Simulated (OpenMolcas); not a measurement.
## Exact exchange and the HOMO–LUMO gap of B2NH5

B2NH5: 8 atoms, total charge 0, spin state singlet. As SMILES, `BNB`. The coordinates come from a PBE0-D4/def2-TZVP relaxation.

The HOMO–LUMO gap y, in eV, basis aug-cc-pVDZ; a is the functional's share of exact exchange. Programs: OpenMolcas 26.06.

| functional | program | a | y (eV) |
| --- | --- | --- | --- |
| TPSS | OpenMolcas | 0 | 5.84 |
| BLYP | OpenMolcas | 0 | 5.43 |
| B3LYP | OpenMolcas | 0.2 | 7.38 |
| PBE0 | OpenMolcas | 0.25 | ? |
| BHLYP | OpenMolcas | 0.5 | 10.25 |

Task: Fit y = c + s·a to the known rows and predict PBE0.

Result: 
1. Means of the 4 rows: a = 0.1750, y = 7.225.
2. Σ(Δa)² = 0.1675, Σ(Δa·Δy) = 1.5435, so the slope is 1.5435/0.1675 = 9.2149.
3. Intercept: 7.225 − (9.2149) × 0.1750 = 5.612. The largest residual of the fit is 0.23.
4. PBE0: 5.612 + (9.2149) × 0.25 = 7.92 eV.

The run gave 7.78 eV, so the prediction is off by +0.14 eV, within the largest residual. Exact exchange lowers occupied levels and raises empty ones. The rows mix families of semi-local functionals, which the line can't see.

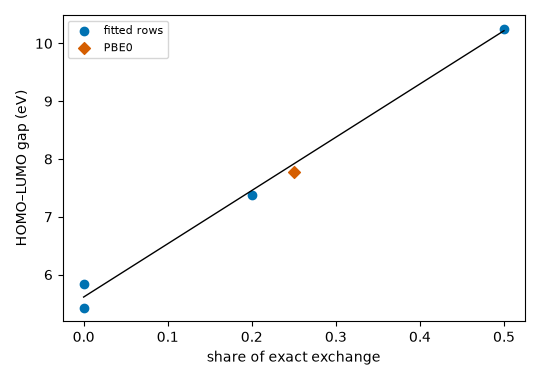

The fitted line, with the withheld row.
